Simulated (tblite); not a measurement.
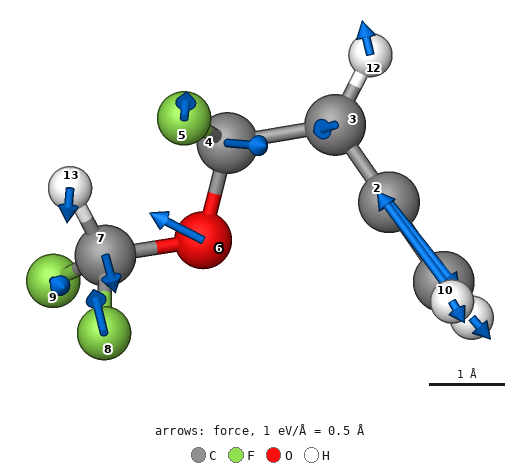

Starting geometry of C₅H₄F₃O (multiplicity 2) with the computed forces as blue arrows. Style: ball-and-stick. Shown face on.

Theory: GFN2-xTB geometry optimisation, gas phase (tblite 0.8.0). 

**Is this structure relaxed? If not, where do the atoms go?**

It isn't relaxed: the largest force vector, on C atoms, is 3.11 eV/Å. The final displacements have little in common with the starting forces (cosine between the two patterns 0.24). Over 93 geometry steps the energy falls by 130.1 kJ/mol. The atom that moves furthest after the best rigid fit is an F atom (1.26 Å). By element the largest moves are F 1.26 Å, H 0.74 Å, C 0.38 Å, O 0.31 Å. Among the contacts that change: C–C 1.485 → 1.376 Å, C–F 1.420 → 1.353 Å, C–C 1.288 → 1.342 Å, C–F 1.374 → 1.335 Å. Bond angles that change, for instance: C–C–F 104.6° → 120.6°, H–C–H 129.3° → 115.1°, C–C–O 114.6° → 125.3°. Groups turn about C–O by about 40°.
